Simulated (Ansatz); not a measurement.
## What Nb2NF2 monolayer distorts into

Aim: this structure of Nb2NF2 monolayer is to be tested for unstable modes, and one is followed downhill.

Calculated with Ansatz 0.2.0; DFT PBE, scalar-relativistic, plane waves, PAW.

## Step 1: Set-up

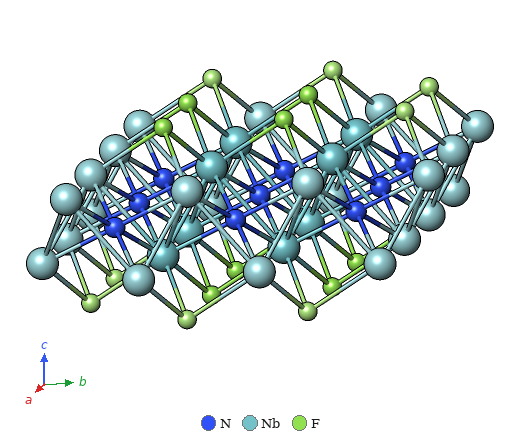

The cell as given, slightly off an axis (nitrogen blue, niobium teal, fluorine green). 2×2×1 cells are drawn. Some periodic images of atoms are drawn too.

The cell holds 5 atoms: 1 N, 2 Nb and 2 F. Its edges and angles: a = 3.274 Å, b = 3.274 Å, c = 33.200 Å, α = 90.0°, β = 90.0°, γ = 120.0°. Vacuum lies along c.

## Step 2: Response at finite wavevector

The cell comes from relaxations at this level that are not shown. Stability and thermal properties need the whole zone. Linear response on a 6×6×1 q mesh gives force constants as far as a supercell of that size would.

Input file input.yaml:

```yaml
crystal:
  lattice:
    - [3.2735700569, 0.0, 0.0]
    - [-1.6367850284, 2.8349948303, 0.0]
    - [0.0, 0.0, 33.2]
  atoms:
    - { symbol: "N", position: [0.0, 0.0, 0.3012048193] }
    - { symbol: Nb, position: [0.3333333333, 0.6666666667, 0.3318289633] }
    - { symbol: Nb, position: [0.6666666667, 0.3333333333, 0.2705806753] }
    - { symbol: F, position: [0.6666666667, 0.3333333333, 0.3715046654] }
    - { symbol: F, position: [0.3333333333, 0.6666666667, 0.2309049732] }
  periodic: [true, true, false]
kpoints:
  mp_grid: { grid: [12, 12, 1] }
hamiltonian:
  xc: pbe
scf:
  occupations: { method: methfessel_paxton, width: 0.15 }
output:
  eigenvalues: true
phonons:
  method: dfpt
  qmesh: [6, 6, 1]
  temperatures: { t_max: 1000, t_step: 50 }
  qpath:
    path:
      - [0.0, 0.0, 0.0]
      - [0.5, 0.0, 0.0]
      - [0.33333333, 0.33333333, 0.0]
      - [0.0, 0.0, 0.0]
    npoints: 10
```

On the command line:

```sh
ansatz run input.yaml --threads 8 --pin off --max-ram 14336MiB --backend cpu --events-out ev --progress --plain --runs-dir out
```

Numbers of over 12 decimals in the logs are rounded to 6 here.

Log:

```text
Warning: crystal.symmetry: narrowed to the stabiliser of the run's FFT grids — unitary ops 12 → 6. A phonons.method: dfpt run fills in the rows of the dynamical matrix that it does not solve by its symmetry operations, which is exact only for operations that map its FFT grids onto themselves: filled in by any other, the frequencies could depend on the order in which like atoms are typed, or, by more than the grids' own error, on where the crystal sits among the grids' points. Excluded: 6 operations. The run can therefore solve more perturbations, solve them on more k-points, or both, and cost more. [rest of the remark cut]
Engine: ansatz 0.2.0, aarch64-unknown-linux-gnu
Pseudopotentials: kind: paw
Pseudopotential: N, paw, valence charge 5, recommended cutoff 420 eV (normal), N.paw.azcp
Pseudopotential: Nb, paw, valence charge 13, recommended cutoff 420 eV (normal), Nb.paw.azcp
Pseudopotential: F, paw, valence charge 7, recommended cutoff 420 eV (normal), F.paw.azcp
Functional definition: PBE
  parameter kappa = 0.804
  parameter beta = 0.066725
  exchange = pbe_x(kappa = kappa, mu = beta*pi^2/3)
  correlation = pbe_c(beta = beta)
Crystal: 5 atoms, lattice volume = 308.114 Å³
Basis set: ecut = 420 eV, 6135 PW (Γ), exchange–correlation on 48×48×450 points (8 copies of the dense FFT grid, shifted against one another)
Bands: 28, of which v1, the nominal top of the filled ones, is band 23 counted from 1 (22 counted from 0)
Symmetry: 12 space group operations
k-points: 19 of 144 (irreducible under 6 space group operations, time reversal used)
Non-local potential: N, projectors of the file, l = 0: 2, l = 1: 2, l = 2: 1
Non-local potential: Nb, projectors of the file, l = 0: 3, l = 1: 2, l = 2: 2, l = 3: 1
Non-local potential: F, projectors of the file, l = 0: 2, l = 1: 2, l = 2: 1
PAW form: soft (Blöchl's): semilocal exchange-correlation on the pseudo side does not see the compensation charge
PAW one-centre angular grid: N, 110 points (default); XC on 64 Gauss nodes
PAW one-centre angular grid: Nb, 590 points (default); XC on 64 Gauss nodes
PAW one-centre angular grid: F, 110 points (default); XC on 64 Gauss nodes
Initial density: superposition of atomic densities (neutral atoms: chi_scale 0, normalization atom), corrected by the library's trained network
Initial wavefunctions: pseudopotential atomic-orbital guess
Functional: x = pbe(κ = 0.804, μ = 0.219515), c = pbe(β = 0.066725)
SCF iter   1: F=—  HF=-11108.532962 eV  |F-HF|=—  |Δ(HF+E_count)|=         —  Δρ=4.71e-3  dr2=4.30e-2  ethr=1.77e-3  ⟨swp⟩=11.7  Hψ=3866  notcnv=0
preconditioner: auto → LDOS  [insulator: Δε(μ)=0.148 eV  Ē_g=8.461 eV  σ=0.150 eV  W_gap=0.59  n_scr=20 (ndim 8)  ℏωp=10.6 eV  f_vac=0.785  D(μ)=1.45/eV (n_scr^D=8)  ε∞_Penn≈2.6  β→1.0]
SCF iter   2: F=—  HF=-11108.533174 eV  |F-HF|=—  |Δ(HF+E_count)|=   2.12e-4  S|Δr|=    0.00e0  Δρ=2.41e-3  dr2=1.27e-2  ethr=9.56e-5  ⟨swp⟩=3.5  Hψ=1411  notcnv=0  defer=1
SCF iter   3: F=—  HF=-11108.529802 eV  |F-HF|=—  |Δ(HF+E_count)|=   3.37e-3  S|Δr|=    0.00e0  Δρ=6.86e-4  dr2=9.76e-4  ethr=2.82e-5  ⟨swp⟩=3.6  Hψ=1245  notcnv=0  defer=2
SCF iter   4: F=—  HF=-11108.529666 eV  |F-HF|=—  |Δ(HF+E_count)|=   1.36e-4  S|Δr|=    0.00e0  Δρ=1.65e-4  dr2=5.46e-5  ethr=2.17e-6  ⟨swp⟩=3.0  Hψ=994  notcnv=0  defer=1
SCF iter   5: F=—  HF=-11108.529669 eV  |F-HF|=—  |Δ(HF+E_count)|=   3.11e-6  S|Δr|=    0.00e0  Δρ=3.01e-5  dr2=2.52e-6  ethr=1.21e-7  ⟨swp⟩=3.6  Hψ=1225  notcnv=0  defer=2
SCF iter   6: F=—  HF=-11108.529465 eV  |F-HF|=—  |Δ(HF+E_count)|=   2.04e-4  S|Δr|=    0.00e0  Δρ=8.83e-6  dr2=1.77e-7  ethr=5.60e-9  ⟨swp⟩=3.6  Hψ=1270  notcnv=0  defer=1
SCF iter   7: F=—  HF=-11108.529466 eV  |F-HF|=—  |Δ(HF+E_count)|=   7.45e-7  S|Δr|=    0.00e0  Δρ=2.09e-6  dr2=1.11e-8  ethr=3.94e-10  ⟨swp⟩=3.8  Hψ=1215  notcnv=0  defer=1
SCF iter   8: F=—  HF=-11108.529466 eV  |F-HF|=—  |Δ(HF+E_count)|=   8.56e-8  S|Δr|=    0.00e0  Δρ=5.80e-7  dr2=6.60e-10  ethr=2.46e-11  ⟨swp⟩=3.3  Hψ=1172  notcnv=0  defer=1
SCF iter   9: F=—  HF=-11108.529466 eV  |F-HF|=—  |Δ(HF+E_count)|=   1.45e-8  S|Δr|=    0.00e0  Δρ=1.49e-7  dr2=3.54e-11  ethr=1.47e-12  ⟨swp⟩=4.0  Hψ=1289  notcnv=0  defer=1
SCF iter  10: F=-11108.529466 eV  HF=-11108.529466 eV  |F-HF|=3.09e-11  |Δ(HF+E_count)|=  7.06e-10  S|Δr|=    0.00e0  Δρ=2.25e-8  dr2=6.22e-13  ethr=1.00e-12  ⟨swp⟩=17.9  Hψ=4467  notcnv=0
SCF 1 converged in 10 iterations: F = -11108.529466 eV  dr2 = 6.22e-13
  greatest PAW one-centre occupation: 0.998 electrons in one spin orbital (limit 2), on the Nb atom at site 2 (counted from 0), in its partial waves of l = 0
phonons: the bands overlap, so this run is a metal and interpolates without the dipole-dipole term. If the crystal is really an insulator or semiconductor, its LO-TO splitting is missing
NSCF: frozen V_eff on 19 k-points
NSCF: frozen V_eff on 43 k-points
DFPT response loops at q = (0, 0, 0) (fractional): preconditioner auto → none (partly filled bands, converged f_vac=0.785); β = 0.50; Broyden in place of MSR1
NSCF: frozen V_eff on 156 k-points
DFPT response loops at q = (0, 0.166667, 0) (fractional): mixed as the last ones told, above
NSCF: frozen V_eff on 156 k-points
DFPT response loops at q = (0, 0.333333, 0) (fractional): mixed as the last ones told, above
NSCF: frozen V_eff on 86 k-points
DFPT response loops at q = (0, -0.5, 0) (fractional): mixed as the last ones told, above
NSCF: frozen V_eff on 288 k-points
DFPT response loops at q = (0.166667, 0.166667, 0) (fractional): mixed as the last ones told, above
NSCF: frozen V_eff on 288 k-points
DFPT response loops at q = (0.166667, 0.333333, 0) (fractional): mixed as the last ones told, above
NSCF: frozen V_eff on 156 k-points
DFPT response loops at q = (0.333333, 0.333333, 0) (fractional): mixed as the last ones told, above
SCF converged after 10 iterations
Stability not checked: this state was not tested for a lower state beside it, because cold or Methfessel-Paxton smearing, or corrected tetrahedra, fill the levels in a way that the test cannot read (fill_not_monotonic; see scf.lower_state_search)
Free energy (F): -11108.529466 eV
Harris-Foulkes:  -11108.529466 eV  (|F-HF|=3.09e-11)
Internal energy: -11108.533694 eV  (E = F + TS)
E sigma→0 (E₀):  -11108.530523 eV
Entropy (-TS):   0.004228 eV (0.846 meV/atom)
Fermi energy:    -3.940490 eV
Step filling:    the computed levels leave a gap of 0.0630 eV = 0.4 smearing widths at the electron count; against every level under it full and every level over it empty, smearing changes F+E_penalty+E_count by +0.818 meV and its σ→0 estimate by -0.239 meV
--- Per-component energies (eV) ---
  E_band       = -1063.928992
  E_kinetic    = 1335.857219
  E_local      = -130739.674769  (includes V_loc(G=0)·N_el)
  E_nonlocal   = 432.996258
  E_hartree    = 64489.892214
  E_xc         = -571.128330
  E_vxc        = -707.481419  (∫ρ·V_xc dr)
  E_paw        = -6674.840209  (= ΣΔE_a)
  E_vpaw       = -365.414941  (= ΣTr[D̂ρ^β])
  E_aug_tail   = 0.004210  (compensation charges beyond the density's cutoff)
  E_ewald      = 60618.359713
  E_smearing   = 0.004228  (= −TS)
  E_closure    = 0.000000  (closes the sum)
  Σ components = -11108.529466   (vs F -11108.529466, Δ=0.00e0)
--- Band table (eV; the first three rows and the last of 19) ---
  k-point 0: bands = [... 19 lower, -9.8475, -6.1868, -6.1868, -4.0623, -3.6367, -2.7211, -2.7211, -2.3178, ... 1 higher]
  k-point 1: bands = [... 19 lower, -9.8182, -6.3138, -6.0574, -4.1086, -3.4616, -2.8381, -2.7279, -2.5671, ... 1 higher]
  k-point 2: bands = [... 19 lower, -9.7982, -6.5957, -5.6972, -4.2909, -3.3914, -2.6813, -2.6083, -2.4786, ... 1 higher]
  k-point 18: bands = [... 19 lower, -9.9514, -5.3999, -5.3999, -5.3605, -2.2849, -2.2849, -1.9622, -0.9340, ... 1 higher]
--- Phonons (Γ-DFPT): 10 representative perturbations + reference (Σ response iterations 52) ---
  ASR residual: 3.009e-5 → 0.000e0 eV/Å²; symmetrization residual: 4.490e-6 eV/Å²
  The last average, over the group as it would stand without the narrowing to the FFT grids, took up to 2.304e-6 eV/Å² of the zone centre's force constants
  ASR residual per site (eV/Å²): 3.01e-5 7.26e-6 8.92e-6 6.54e-6 6.74e-6
  Γ frequencies (cm⁻¹): 0.00 0.00 0.00 154.29 154.29 209.57 209.57 240.90 240.90 271.68 324.01 391.52 418.38 625.83 625.83
--- Phonons (arbitrary-q DFPT): 7 irreducible q on the 6×6×1 mesh ---
  q = [0.0000, 0.0000, 0.0000] (star 1, of the zone-centre solve; hermiticity 3.44e-7, symmetrization 4.87e-11, taken by the last average 8.83e-8): -0.00 -0.00 0.00 154.29 154.29 209.57 209.57 240.90 240.90 271.68 324.01 391.52 418.38 625.83 625.83
  q = [0.0000, 0.1667, 0.0000] (star 6, 15 solved perturbations on 78 of 144 k-point pairs; hermiticity 5.62e-7, symmetrization 9.02e-11, taken by the last average 5.66e-7): -89.18 -38.85 50.09 121.75 149.02 215.96 221.85 233.49 234.04 257.73 341.51 373.63 380.89 619.91 626.41
  q = [0.0000, 0.3333, 0.0000] (star 6, 15 solved perturbations on 78 of 144 k-point pairs; hermiticity 6.26e-7, symmetrization 1.37e-10, taken by the last average 4.04e-7): -121.46 -26.35 126.31 154.77 173.19 209.50 217.57 224.27 226.75 263.34 328.80 348.12 417.57 631.48 637.22
  q = [0.0000, -0.5000, 0.0000] (star 3, 15 solved perturbations on 43 of 144 k-point pairs; hermiticity 5.10e-7, symmetrization 1.08e-10, taken by the last average 3.21e-7): -163.37 -61.83 163.82 175.23 201.00 206.13 215.00 215.34 217.21 248.21 317.81 350.46 439.36 618.54 633.46
  q = [0.1667, 0.1667, 0.0000] (star 6, 10 solved perturbations in 1110 linear systems a pass and spin channel, the states on 144 of 144 k-point pairs; hermiticity 2.13e-7, symmetrization 2.05e-10, taken by the last average 6.56e-7): -127.39 -50.68 117.98 138.52 171.80 212.47 220.48 221.29 231.87 262.28 335.96 346.49 403.53 631.05 633.43
  q = [0.1667, 0.3333, 0.0000] (star 12, 15 solved perturbations on 144 of 144 k-point pairs: no pair is spared here; hermiticity 2.10e-7, symmetrization 0.00e0, taken by the last average 3.56e-7): -144.01 -75.12 134.63 164.87 205.88 209.24 214.19 217.27 219.55 247.70 321.77 339.74 431.13 627.98 639.10
  q = [0.3333, 0.3333, 0.0000] (star 2, 10 solved perturbations in 545 linear systems a pass and spin channel, the states on 78 of 144 k-point pairs; hermiticity 5.10e-7, symmetrization 5.82e-8, taken by the last average 3.13e-7): -122.54 -23.90 -23.90 193.01 193.01 210.91 214.33 214.33 216.85 253.01 326.64 326.64 436.79 640.54 640.54
  sum rule: each row above includes the acoustic sum rule's correction from the zone centre's row sums; it moved no ω² by more than (0.76 cm⁻¹)²
  mesh force constants: q→R imaginary residual 2.81e-18; ASR residual 3.009e-5 → 0.000e0 eV/Å²; symmetrization residual 7.105e-15 eV/Å²
  interpolated dispersion: 31 rows × 15 modes
  density of states and harmonic sums: on the 24×24×1 q-mesh, interpolated from the force constants of a 6×6×1 supercell (no non-analytic term)
  largest difference from the sums on the solved wave vectors: F 3.10e-2 eV, S 4.04e-5 and C_V 9.42e-6 eV/K
  zero-point energy: 0.244028 eV/cell   skipped modes (ω ≤ 0): 122, of them read as no rigid motion or as one in doubt: 119 (1.969e0 modes/cell left out, lowest -163.37 cm⁻¹)   left out of the sums: 1.32e-1 of the cell's modes: C_V's classical limit lies that fraction below 3 k_B per atom; for a crystal, a wire or a layer, F and S can be off by more, and a phonons.interpolated_qmesh denser along its periods is the remedy for the sampling
```

It took 17 min on 8 threads of Arm Neoverse V1, shared host; peak memory 3.1 GiB; 2.3 h of CPU time.

Reading the cycles: dr2 is the Hartree energy of the density residual (eV), the measure of convergence; HF is the Harris–Foulkes estimate of the energy, which meets the free energy F at convergence.

Numbers from this step:

```
gap on the k-mesh                                       : 0 eV
sum-rule residual before enforcement                    : 3.01e-5 eV/Å²
lowest frequency on the path                            : -163.4 cm⁻¹
point group                                             : -3m
highest frequency on the path or at a solved wavevector : 642.6 cm⁻¹
area per atom                                           : 1.856 Å²
highest optical mode at the zone centre (no LO-TO term) : 625.8 cm⁻¹
lowest optical zone-centre mode                         : 154.3 cm⁻¹
lowest mode on the q mesh (acoustic modes at Γ apart)   : -163.4 cm⁻¹
```

Frequencies (cm⁻¹) solved at each irreducible wavevector; negative means imaginary. Frequencies by wavevector, by row:

| q in reciprocal lattice units | star | mode 1 | mode 2 | mode 3 | mode 4 | mode 13 | mode 14 | mode 15 |
| --- | --- | --- | --- | --- | --- | --- | --- | --- |
| 0 0 0 | 1 | 0 | 0 | 0 | 154.3 | 418.4 | 625.8 | 625.8 |
| 0 0.1667 0 | 6 | -89.2 | -38.9 | 50.1 | 121.8 | 380.9 | 619.9 | 626.4 |
| 0 0.3333 0 | 6 | -121.5 | -26.4 | 126.3 | 154.8 | 417.6 | 631.5 | 637.2 |
| 0 -0.5 0 | 3 | -163.4 | -61.8 | 163.8 | 175.2 | 439.4 | 618.5 | 633.5 |
| 0.1667 0.1667 0 | 6 | -127.4 | -50.7 | 118 | 138.5 | 403.5 | 631 | 633.4 |
| 0.1667 0.3333 0 | 12 | -144 | -75.1 | 134.6 | 164.9 | 431.1 | 628 | 639.1 |
| 0.3333 0.3333 0 | 2 | -122.5 | -23.9 | -23.9 | 193 | 436.8 | 640.5 | 640.5 |

Interpolated from a 6×6×1 q mesh. Phonon branches along the path, in cm⁻¹:

| point | branch 1 | branch 2 | branch 3 | branch 4 | branch 12 | branch 13 | branch 14 | branch 15 |
| --- | --- | --- | --- | --- | --- | --- | --- | --- |
| Γ | 0 | 0 | 0 | 154 | 392 | 418 | 626 | 626 |
| M | -163 | -62 | 164 | 175 | 350 | 439 | 618 | 634 |
| K | -122 | -24 | -24 | 193 | 327 | 437 | 640 | 640 |
| Γ | 0 | 0 | 0 | 154 | 392 | 418 | 626 | 626 |

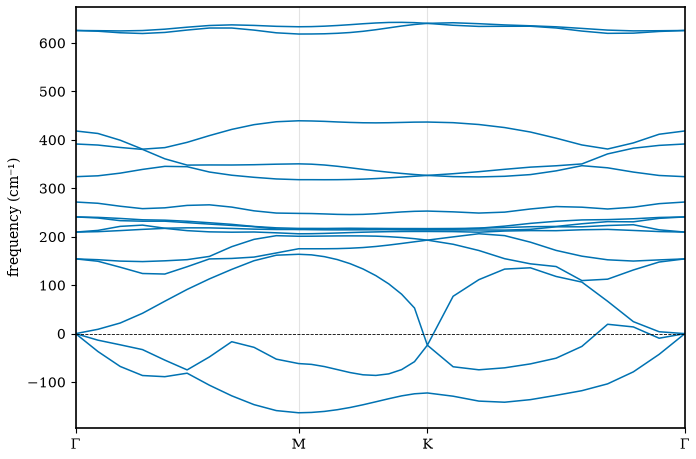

Phonon branches along the path.

Symmetry leaves 7 wavevectors to solve. The lowest mode among them, the acoustic zeros apart, lies at q = (0, -0.5, 0) and is imaginary, 163.4i cm⁻¹, so the energy falls along it.

## Step 3: The mode frozen in, largest atomic shift 0 Å

The mode followed lies at q = (0.333, 0.333, 0) with frequency 122.5i cm⁻¹, one of the unstable modes though not the softest. At small amplitude the distorted cell has space group no. 147 by a symmetry search on the positions. The undistorted cell that holds it gives the zero of energy on the same k mesh.

System of this step: Nb2NF2 monolayer. The cell holds 15 atoms: 3 N, 6 Nb and 6 F. Its edges and angles: a = 5.670 Å, b = 5.670 Å, c = 33.200 Å, α = 90.0°, β = 90.0°, γ = 60.0°. It derives from Nb2NF2. Vacuum lies along c.

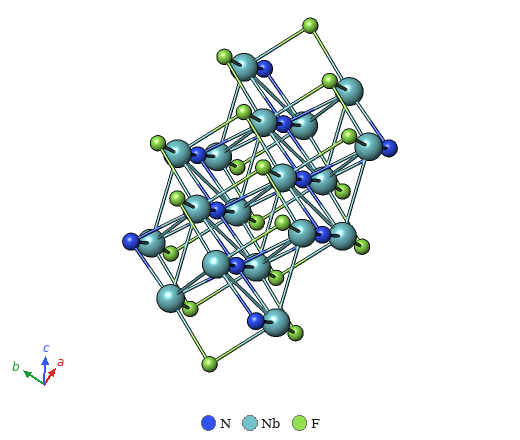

The cell of this step (nitrogen blue, niobium teal, fluorine green). 2×1×1 cells are drawn. Some periodic images of atoms are drawn too.

Input file input.yaml:

```yaml
crystal:
  lattice:
    - [-4.9103550853, -2.8349948303, 0.0]
    - [-4.9103550853, 2.8349948304, 0.0]
    - [0.0, 0.0, -33.2]
  atoms:
    - { symbol: "N", position: [0.6666666667, 0.6666666667, 0.6987951807] }
    - { symbol: "N", position: [0.3333333333, 0.3333333333, 0.6987951807] }
    - { symbol: "N", position: [1.0, 0.0, 0.6987951807] }
    - { symbol: Nb, position: [0.3333333333, 0.0, 0.6681710367] }
    - { symbol: Nb, position: [0.0, 0.6666666667, 0.6681710367] }
    - { symbol: Nb, position: [0.6666666667, 0.3333333333, 0.6681710367] }
    - { symbol: Nb, position: [0.3333333333, 0.6666666667, 0.7294193247] }
    - { symbol: Nb, position: [0.0, 0.3333333333, 0.7294193247] }
    - { symbol: Nb, position: [0.6666666667, 0.0, 0.7294193247] }
    - { symbol: F, position: [0.3333333333, 0.6666666667, 0.6284953346] }
    - { symbol: F, position: [0.0, 0.3333333333, 0.6284953346] }
    - { symbol: F, position: [0.6666666667, 0.0, 0.6284953346] }
    - { symbol: F, position: [0.3333333333, 0.0, 0.7690950268] }
    - { symbol: F, position: [0.0, 0.6666666667, 0.7690950268] }
    - { symbol: F, position: [0.6666666667, 0.3333333333, 0.7690950268] }
  periodic: [true, true, false]
kpoints:
  mp_grid: { grid: [9, 9, 1] }
hamiltonian:
  xc: pbe
scf:
  occupations: { method: methfessel_paxton, width: 0.15 }
output:
  forces: true
  stress: true
  eigenvalues: true
```

Log:

```text
[...]
Crystal: 15 atoms, lattice volume = 924.343 Å³
Basis set: ecut = 420 eV, 18147 PW (Γ), exchange–correlation on 80×80×450 points (8 copies of the dense FFT grid, shifted against one another)
Bands: 83, of which v1, the nominal top of the filled ones, is band 68 counted from 1 (67 counted from 0)
Symmetry: 36 space group operations
[...]
k-points: 12 of 81
[...]
k-point 1: bands = [... 64 lower, -5.6080, -5.0572, -4.9063, -4.6324, -4.0872, -3.5191, -2.8194, -2.7328, ... 11 higher]
  k-point 2: bands = [... 64 lower, -5.7578, -4.6718, -4.4058, -4.1690, -3.9473, -3.4101, -2.7319, -2.7246, ... 11 higher]
  k-point 11: bands = [... 64 lower, -4.5672, -4.5672, -4.3109, -4.3109, -4.3109, -2.9539, -2.9539, -2.9539, ... 11 higher]
  ° read free of the cell's end (the report's vacuum.weakly_bound_levels)
[key lines of the parts left out:]
SCF converged after 7 iterations
Free energy (F): -33325.565500 eV
Fermi energy:    -3.933871 eV
P = ½ c Tr σ = 0.1130 N/m
```

Run time: 9.2 s. Hardware: 8 threads; peak memory 3.4 GiB.

This run has no spin polarisation although its electron count is odd.

This step gave:

```
energy from the undistorted cell : 0 meV/atom
```

## Step 4: The mode frozen in, largest atomic shift 0.22 Å

The atoms are moved along the unstable eigenvector, the largest shift by 0.22 Å, with the cell fixed.

Input file input.yaml:

```yaml
crystal:
  lattice:
    - [-4.9103550853, -2.8349948303, 0.0]
    - [-4.9103550853, 2.8349948304, 0.0]
    - [0.0, 0.0, -33.2]
  atoms:
    - { symbol: "N", position: [0.6666666667, 0.6666672956, 0.6921686747] }
    - { symbol: "N", position: [0.3333333333, 0.3333333333, 0.6987951225] }
    - { symbol: "N", position: [1.0, -6.29e-07, 0.7054215045] }
    - { symbol: Nb, position: [0.3194498301, 0.0069416602, 0.6681710367] }
    - { symbol: Nb, position: [0.0069414084, 0.6736079973, 0.6681710342] }
    - { symbol: Nb, position: [0.6736082579, 0.3194505943, 0.6681710393] }
    - { symbol: Nb, position: [0.3472168365, 0.6597248237, 0.7294193247] }
    - { symbol: Nb, position: [-0.0069414084, 0.3472160723, 0.7294193221] }
    - { symbol: Nb, position: [0.6597250755, -0.0069411478, 0.7294193272] }
    - { symbol: F, position: [0.3410720878, 0.6627972385, 0.6284953346] }
    - { symbol: F, position: [-0.0038691859, 0.3410725362, 0.6284952156] }
    - { symbol: F, position: [0.6627973788, -0.003869915, 0.6284954536] }
    - { symbol: F, position: [0.3255945788, 0.0038693263, 0.7690950268] }
    - { symbol: F, position: [0.0038691859, 0.6705366836, 0.7690949078] }
    - { symbol: F, position: [0.6705359545, 0.3255941305, 0.7690951458] }
  periodic: [true, true, false]
kpoints:
  mp_grid: { grid: [9, 9, 1] }
hamiltonian:
  xc: pbe
scf:
  occupations: { method: methfessel_paxton, width: 0.15 }
output:
  forces: true
  stress: true
  eigenvalues: true
```

Log:

```text
[...]
k-point 1: bands = [... 64 lower, -5.7114, -5.1717, -5.0280, -4.7573, -4.1956, -3.6173, -2.8894, -2.8082, ... 11 higher]
  k-point 2: bands = [... 64 lower, -5.8466, -4.7889, -4.5468, -4.3042, -4.0780, -3.4610, -2.8288, -2.8060, ... 11 higher]
  k-point 14: bands = [... 64 lower, -4.7175, -4.7175, -4.4283, -4.4283, -4.2418, -3.0063, -2.9447, -2.9447, ... 11 higher]
  ° read free of the cell's end (the report's vacuum.weakly_bound_levels)
[key lines of the parts left out:]
SCF converged after 7 iterations
Free energy (F): -33325.635024 eV
Fermi energy:    -4.070409 eV
P = ½ c Tr σ = -1.1436 N/m
```

Run time: 11 s. Hardware: 8 threads; peak memory 3.5 GiB; 86 s of CPU time.

Numbers from this step:

```yaml
energy_from_the_undistorted_cell: -4.933 meV/atom
```

The energy, extrapolated to zero smearing, is -4.93 meV/atom against the undistorted cell.

[end of part 1 of 3]

[Logs are printed without paths, hosts, clocks, repeated set-up lines and the standing remarks that a program may print on its own settings, such as how far it seeks lower states.]

[Hosts, paths, dates, database ids (printed as entryN), source tags and the programs' standing remarks are cut or masked in the printed files.]
